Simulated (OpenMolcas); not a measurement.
# [OF2]+ (SMILES F[O+]F) at UX3LYP/def2-TZVPD

Aim: the vertical ionisation energy of [OF2]+ at UX3LYP/def2-TZVPD, from 2 runs. 

The results are computed with OpenMolcas 26.06.

## Step 1: Starting point

The species is [OF2]+ (3 atoms), meant as a doublet with charge +1. SMILES: `F[O+]F`. Geometry: relaxed at GFN2-xTB.

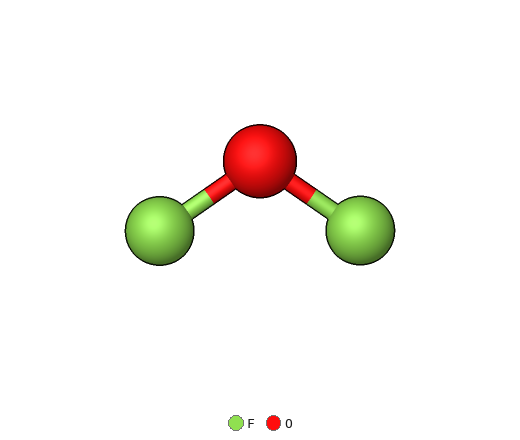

Viewed from a chosen angle; fluorine green, oxygen red.

## Step 2: Energy and forces at UX3LYP/def2-TZVPD

Contents of geom.xyz:

```xyz
3

F      0.928320    -0.299370     0.478940
O      0.000600     0.484920     0.053430
F     -0.928920    -0.185540    -0.532380
```

Contents of job.inp:

```
* F2O Kohn-Sham DFT
&GATEWAY
BasLib=$CurrDir
Coord=geom.xyz
Basis=def2-TZVPD
Group=NoSym
&SEWARD
GridInput
Grid=Fine
End of Grid
&SCF
UHF
Charge=1
Spin=2
KSDFT=HYB_GGA_XC_X3LYP
PrOrbitals=0
&ALASKA
```

The basis set def2-TZVPD is read from a file made from the Basis Set Exchange's data (not shown).

Run with:

```bash
$ export MOLCAS_MEM=1860
$ pymolcas job.inp > job.log
```

The program printed:

```text
--- Start Module: gateway ---
[...]
--- Stop Module: gateway /rc=_RC_ALL_IS_WELL_ ---
[...]
      Basis functions          120
[...]
--- Start Module: scf ---
[...]
       Convergence after  18 Iterations
[...]
::    Total KS-DFT energy                            -274.2285015468
[...]
      Total spin, S                                     0.5016823158
[...]
      Total electronic charge=   25.000000
      Total            charge=    1.000000
[...]
      Dipole Moment (debye):
      Origin of the operator (angstrom)=   -0.0000   -0.0270   -0.0030
                   X=  4.4121E-04               Y=  4.8226E-01               Z=  5.3055E-02           Total=  4.8517E-01
      Center of Charge (angstrom)
[...]
--- Stop Module: scf /rc=_RC_ALL_IS_WELL_ ---
[...]
--- Start Module: alaska ---
[...]
 *              Molecular gradients               *
 **************************************************
  Irreducible representation: a
 ------------------------------------------------------------------------------------------
                              X                       Y                       Z
 ------------------------------------------------------------------------------------------
  F1               -1.44639281886274E-02    2.07030037782694E-02   -5.70594002949942E-03
  O2               -7.51829857343969E-05   -3.96488043380945E-02   -4.38333253050027E-03
  F3                1.45391111744058E-02    1.89458005598375E-02    1.00892725599699E-02
 ------------------------------------------------------------------------------------------
--- Stop Module: alaska /rc=_RC_ALL_IS_WELL_ ---
[...]
```

It took 35 s on 1 thread of Arm Neoverse V1, shared host; peak memory 0.76 GiB.

## Step 3: Singlet [OF2]2+

geom.xyz is that of step 2.

Contents of job.input:

```
* F2O Kohn-Sham DFT

&GATEWAY
  BasLib = $CurrDir
  Coord = geom.xyz
  Basis = def2-TZVPD
  Group = NoSym

&SEWARD
  GridInput
  Grid=Fine
  End of Grid

&SCF
  Charge = 2
  KSDFT = HYB_GGA_XC_X3LYP
  PrOrbitals = 0

&ALASKA
```

The basis set def2-TZVPD is read from a file made from the Basis Set Exchange's data (not shown).

Run with:

```bash
$ export MOLCAS_MEM=1860
$ pymolcas job.input > job.log
```

The program printed:

```text
--- Start Module: gateway ---
[...]
--- Stop Module: gateway /rc=_RC_ALL_IS_WELL_ ---
[...]
      Basis functions          120
[...]
--- Start Module: scf ---
[...]
       Convergence after  18 Iterations
[...]
::    Total KS-DFT energy                            -273.3034429586
[...]
      Total spin, S                                     0.0000000000
[...]
      Total electronic charge=   24.000000
      Total            charge=    2.000000
[...]
      Dipole Moment (debye):
      Origin of the operator (angstrom)=   -0.0000   -0.0270   -0.0030
                   X=  5.8719E-04               Y=  5.5239E-01               Z=  6.0815E-02           Total=  5.5573E-01
      Center of Charge (angstrom)
[...]
--- Stop Module: scf /rc=_RC_ALL_IS_WELL_ ---
[...]
--- Start Module: alaska ---
[...]
 *              Molecular gradients               *
 **************************************************
  Irreducible representation: a
 ------------------------------------------------------------------------------------------
                              X                       Y                       Z
 ------------------------------------------------------------------------------------------
  F1                1.65114639370483E-02   -1.80120399492552E-02    7.12930799725342E-03
  O2                2.60840719306377E-05    3.39860974504624E-02    3.73615161951291E-03
  F3               -1.65375480089427E-02   -1.59740575011984E-02   -1.08654596167774E-02
 ------------------------------------------------------------------------------------------
--- Stop Module: alaska /rc=_RC_ALL_IS_WELL_ ---
[...]
```

Run time: 30 s. Hardware: 1 thread of Arm Neoverse V1, shared host; peak memory 0.76 GiB.

## Step 4: Outcome

Level: UX3LYP/def2-TZVPD.

| quantity | value |
| --- | --- |
| doublet [OF2]+: total energy | -274.22850 Eh |
| doublet [OF2]+: HOMO energy (highest over α and β) | -21.15 eV |
| doublet [OF2]+: LUMO energy (lowest over α and β) | -16.17 eV |
| doublet [OF2]+: ⟨S²⟩ | 0.753 |
| doublet [OF2]+: largest force on an atom | 2.051 eV/Å |
| singlet [OF2]2+: total energy | -273.30344 Eh |
| singlet [OF2]2+: HOMO energy | -34.09 eV |
| singlet [OF2]2+: LUMO energy | -29.19 eV |
| singlet [OF2]2+: HOMO–LUMO gap | 4.90 eV |
| singlet [OF2]2+: largest force on an atom | 1.758 eV/Å |
| vertical ionisation energy (to the singlet dication) | 25.172 eV |

In words: The vertical ionisation energy comes to 25.17 eV (580 kcal/mol). The largest force (doublet [OF2]+) is 2.05 eV/Å: the shape isn't a stationary point for this species at this level. Only the singlet of the ionised species was computed; a triplet could lie lower.
